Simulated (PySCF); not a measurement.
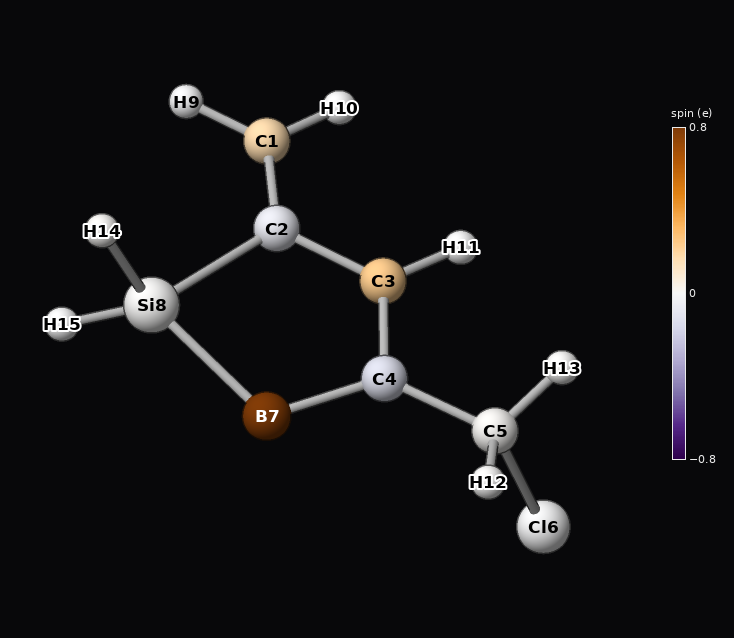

Atoms are coloured by their Mulliken spin populations. State: neutral, doublet. The computed structure is the end point of a GFN2-xTB optimisation. No frequency run is at hand to confirm it as a minimum. Method: UKS B3LYP, pcH-1 on B C Cl H Si, non-relativistic (PySCF 2.14.0).

Question: Which atom carries the largest spin population?

Answer: B7 (0.79 e).

Question: Which atom has the lowest spin population?

Answer: C4 (−0.12 e); a negative value comes from spin polarisation.

Give the Mulliken spin populations atom by atom.

```tsv
atom	value (e)
C1	0.17
C2	−0.07
C3	0.23
C4	−0.12
C5	0.01
Cl6	−0.01
B7	0.79
Si8	0.00
H9	−0.01
H10	0.00
H11	−0.01
H12	0.00
H13	0.00
H14	0.01
H15	0.00
```

Mulliken values depend strongly on the basis set. The geometry is semi-empirical. Around B, Si such bond lengths and angles can be off by a tenth of an ångström or more and by several degrees, and values that hang on the shape move with them.
